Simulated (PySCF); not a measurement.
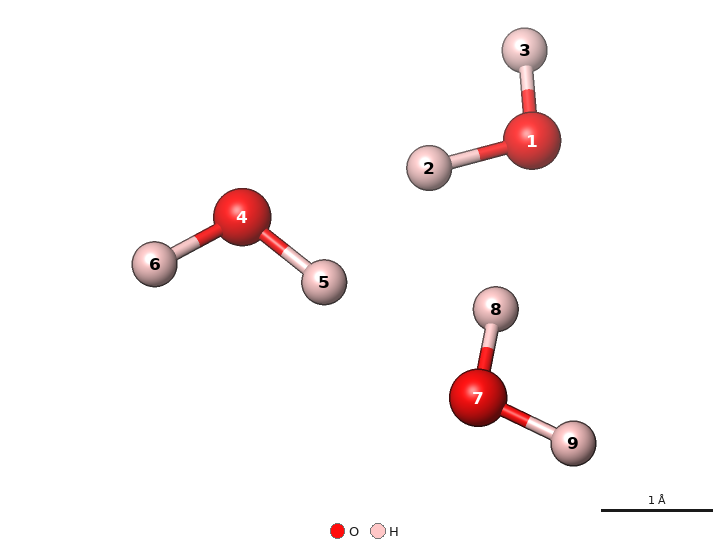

Figure made from data computed with PySCF.

Orthographic view. Depth is shown by fading: the farther an atom, the more it takes the colour of the background. Geometry: a fixed input geometry, not necessarily a minimum.

Write the connection table.

O1: H2, H3
H2: O1
H3: O1
O4: H5, H6
H5: O4
H6: O4
O7: H8, H9
H8: O7
H9: O7
